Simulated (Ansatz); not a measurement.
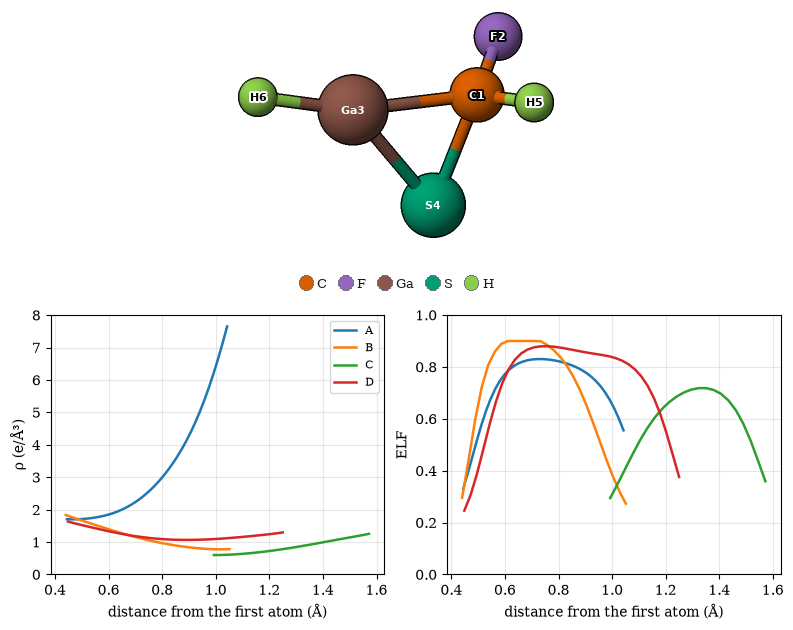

The picture shows: CH2FGaS. Electron density and electron localisation function along straight lines between neighbouring atoms. The curves leave out the atomic cores. The structure is drawn too.

Geometry: B3LYP-D3(BJ)/def2-SVP.

Theory: isolated molecule in a Gaussian basis; Kohn-Sham density functional theory, functional PBE0 (Ansatz 0.2.0).

The calculation's input:

```
crystal:
  periodic: [false, false, false]
  atoms:
    - symbol: C
      position_ang: [0.207640, -0.010004, 0.075513]
    - symbol: F
      position_ang: [0.645606, 0.977702, 0.912889]
    - symbol: Ga
      position_ang: [-1.690087, -0.135515, -0.379253]
    - symbol: S
      position_ang: [-0.066798, 0.557267, -1.702825]
    - symbol: H
      position_ang: [0.885292, -0.871462, 0.140531]
    - symbol: H
      position_ang: [-3.219142, -0.302477, -0.360058]
basis:
  gaussian:
    orbitals: def2-TZVPD
hamiltonian:
  xc: {name: PBE0}
output:
  forces: true
  orbitals: {seedname: orbitals}
```

Launched as:

```sh
ansatz run input.yaml --threads 2 --pin off --max-ram 4350MiB --events-out events.jsonl --progress --plain --runs-dir runs
```

### Which curve belongs to which contact (C–F, C–Ga, C–S and Ga–S)? The first atom named is at distance zero.

Curve A: C–F (1.37 Å): the density is about 2.1 e/Å³ at the midpoint, with its minimum of 1.7 e/Å³ about 0.5 Å from C; the ELF peaks at about 0.85 between the atoms: a shared but strongly polarised pair. Curve B: C–Ga (1.96 Å): ρ at the midpoint is about 0.78 e/Å³; the ELF peaks at about 0.90 in the valence shell of C, 0.6 Å from its nucleus, and is about 0.45 at the midpoint. Curve C: Ga–S (2.21 Å): ρ at the midpoint is about 0.64 e/Å³; the ELF peaks at about 0.70 in the valence shell of S, 0.9 Å from its nucleus, and is about 0.50 at the midpoint. Curve D: C–S (1.89 Å): the density is about 1.1 e/Å³ at the midpoint; the ELF peaks at about 0.90 between the atoms: a covalent bond.
